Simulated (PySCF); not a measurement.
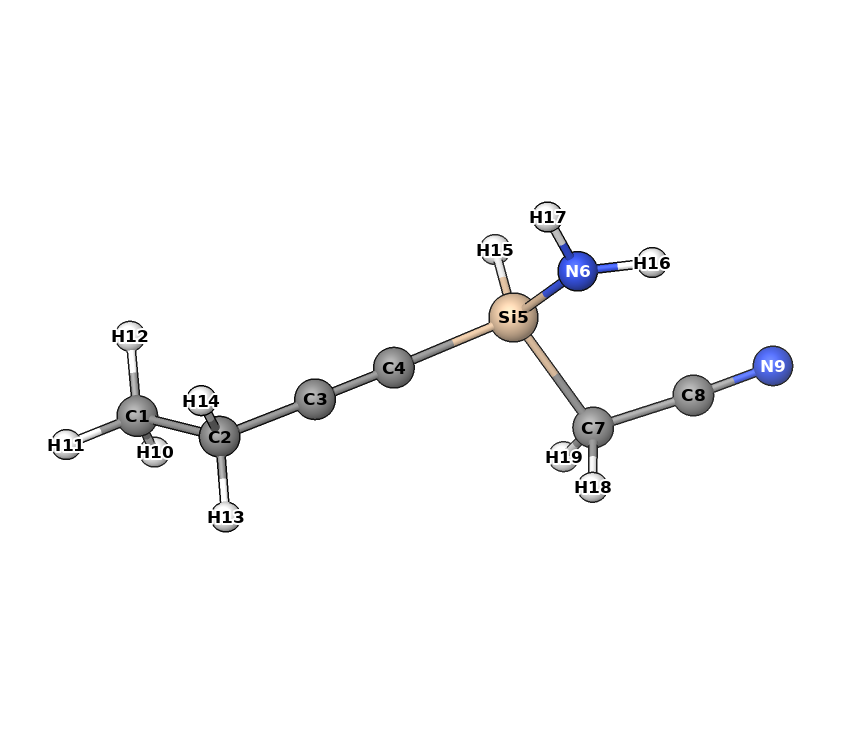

Computed geometry: GFN2-xTB optimisation. No frequency run is at hand to confirm it as a minimum. Electric field gradients from the ground-state density, PBE0/pcSseg-1 (PySCF 2.14.0), non-relativistic apart from any core potentials.

Give the largest field-gradient component, the quadrupole coupling constant and the asymmetry for 14N at N6 (Q = 20.44 mb), 14N at N9 (Q = 20.44 mb), 2H at H10 (Q = 2.86 mb), 2H at H11 (Q = 2.86 mb), 2H at H12 (Q = 2.86 mb), 2H at H13 (Q = 2.86 mb).

| atom | V_zz (a.u.) | e²qQ/h (MHz) | η |
| --- | --- | --- | --- |
| N6 | −0.931 | −4.47 | 0.27 |
| N9 | −0.927 | −4.45 | 0.10 |
| H10 | 0.312 | 0.210 | 0.03 |
| H11 | 0.314 | 0.211 | 0.03 |
| H12 | 0.312 | 0.209 | 0.03 |
| H13 | 0.298 | 0.200 | 0.02 |

The geometry is semi-empirical. Around Si such bond lengths and angles can be off by a tenth of an ångström or more and by several degrees, and values that hang on the shape move with them.
